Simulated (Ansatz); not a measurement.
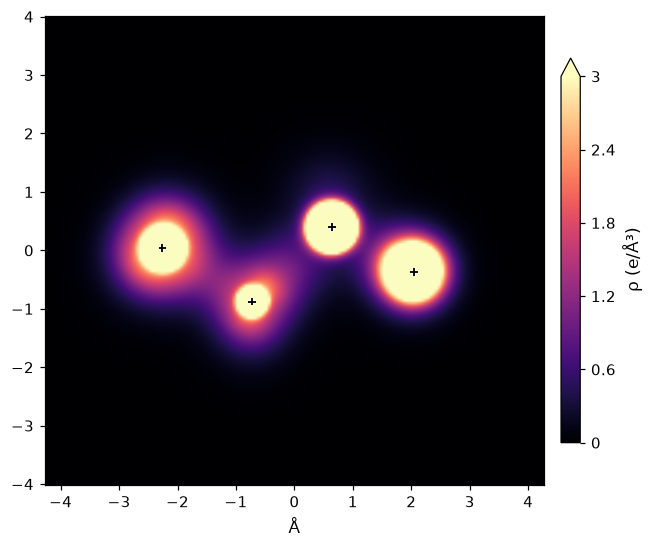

The electron density on a plane through atoms (crosses mark nuclei in the plane).

All numbers below come from Ansatz, RKS PBE0-D4/def2-TZVPP.

Candidates:
A. CH8N3OV (SMILES C[O][V](=[NH])([NH2])[NH2])
B. C2H5ClF2Si (SMILES FC[SiH](F)CCl)
C. CH3F3MoO2 (SMILES C[O][Mo](=[O])([F])([F])[F])

**Which system is this?**

Candidate B: C2H5ClF2Si on the plane of atoms Si3, C5 and Cl6, which holds Si, F, C and Cl. Si–F (1.60 Å): the density is about 1.2 e/Å³ at the midpoint. C–Cl (1.79 Å): ρ is about 1.3 e/Å³ halfway.
